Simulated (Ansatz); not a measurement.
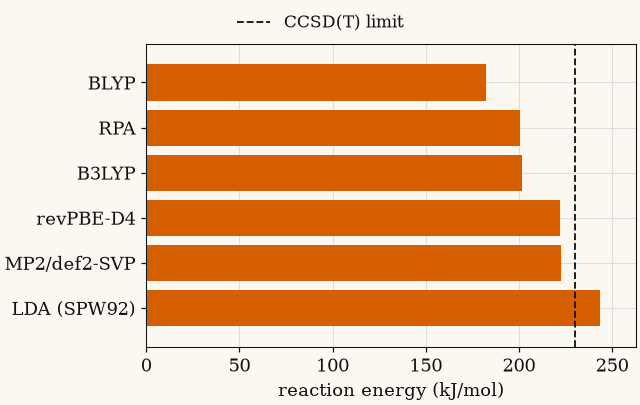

Electronic reaction energy of AlSiNH₆S (N[SiH2][S][AlH2]) → AlH₃S ([AlH2][SH]) + SiNH₃ (N[SiH]) [singlet] (SMILES in brackets) at several levels (functionals in def2-TZVPP unless a basis is named), isolated molecules at PBE0-D4 triple-zeta geometries, minima by their frequencies, no zero-point or thermal terms, the Ansatz code. The line is frozen-core CCSD(T) at the basis limit (MP2 extrapolated from triple and quadruple zeta, plus CCSD(T) less MP2 in a smaller set). RPA holds a correlation term that converges slowly with the basis, so part of the distance to the limit is basis error. No dispersion term is added to BLYP and B3LYP. The distance of MP2/def2-SVP to the limit includes basis error. The limit lies 9.5 kJ/mol from CCSD(T)/def2-TZVPP, so the line itself is uncertain by a part of that.

Q: Which level comes closest to the line (CCSD(T) limit), and which misses most?

A: Closest MP2/def2-SVP (222.6 kJ/mol), against 230.3 kJ/mol; farthest BLYP (182.2 kJ/mol).

Q: What do zero-point energy and temperature add?

A: Zero-point change −9.1 kJ/mol; at 298.15 K and 1 bar the CCSD(T) limit plus thermal terms gives an enthalpy of reaction of 222.7 and a free energy of 177.2 kJ/mol (harmonic PBE0-D4 modes, ideal gas).

Known limits of this run: one conformer of each flexible molecule.
